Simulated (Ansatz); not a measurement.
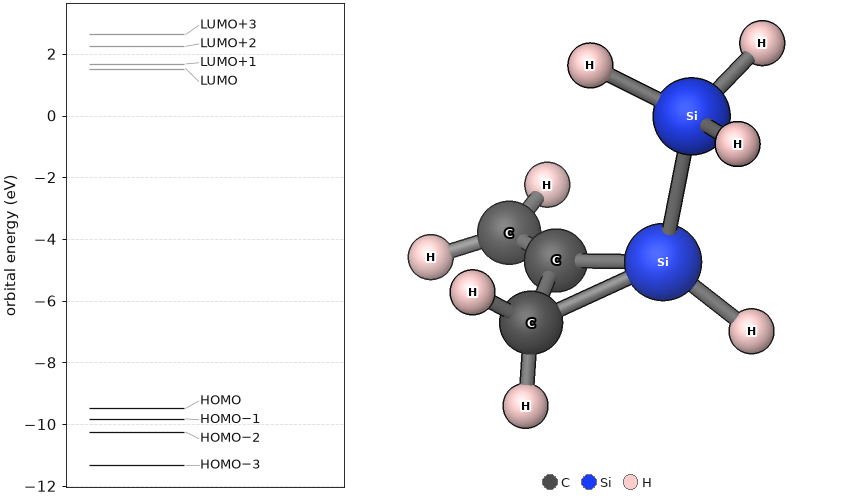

C₃H₈Si₂, SMILES C=C1C[Si@@H]1[SiH3]. Kohn-Sham orbital energies near the frontier, ωB97X-V/def2-TZVPP in the Ansatz code 0.2.0, at a PBE0-D4/def2-TZVP geometry (a minimum by its frequencies), isolated molecule; empty levels in grey, levels within 0.03 eV side by side.

> Where do the frontier orbitals lie?

HOMO at −9.48 eV, LUMO at 1.52 eV, 11.00 eV apart.

> List the levels.

```tsv
orbital	energy (eV)
LUMO+3	2.63
LUMO+2	2.24
LUMO+1	1.67
LUMO	1.52
HOMO	−9.48
HOMO−1	−9.83
HOMO−2	−10.26
HOMO−3	−11.33
```

Note: empty levels above zero depend strongly on the basis.
